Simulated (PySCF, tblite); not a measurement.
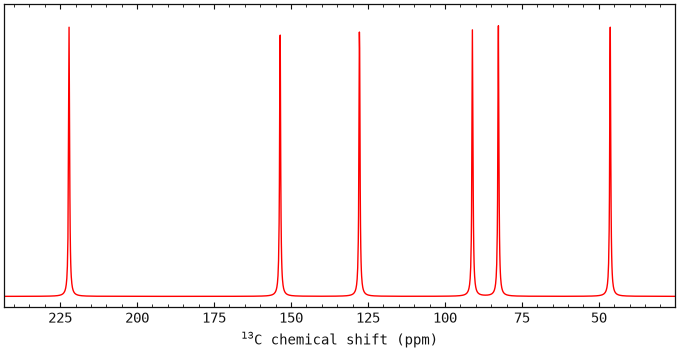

GIAO shifts, PBE0/pcSseg-1 in PySCF, at a GFN2-xTB geometry (a minimum by its frequencies), against TMS for ¹³C computed at the same level. Gas phase, fully decoupled, line heights follow the number of nuclei, widths are arbitrary (no quadrupolar broadening); values of one conformer, averaged over methyl-type rotors and exact or near symmetry; other conformers aren't averaged in.

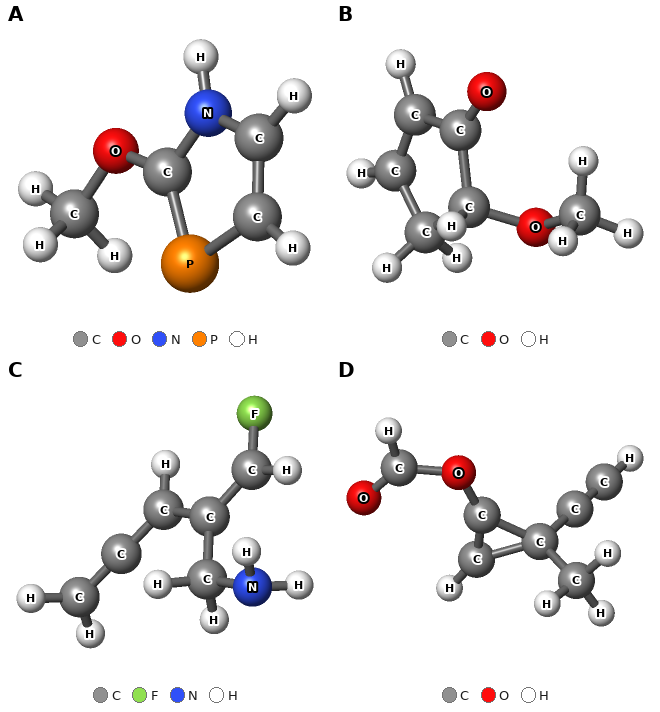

Which structure fits the spectrum? The candidates are drawn in the second picture.

Structure C, C₆H₈FN, SMILES C=C=C/C(=C\F)CN. Its ¹³C signals: 222.1 (1 C), 153.5 (1 C), 127.8 (1 C), 91.1 (1 C), 82.6 (1 C), 46.3 (1 C) ppm.

Note: the tight-binding geometry is rougher than a DFT one and adds to the error.
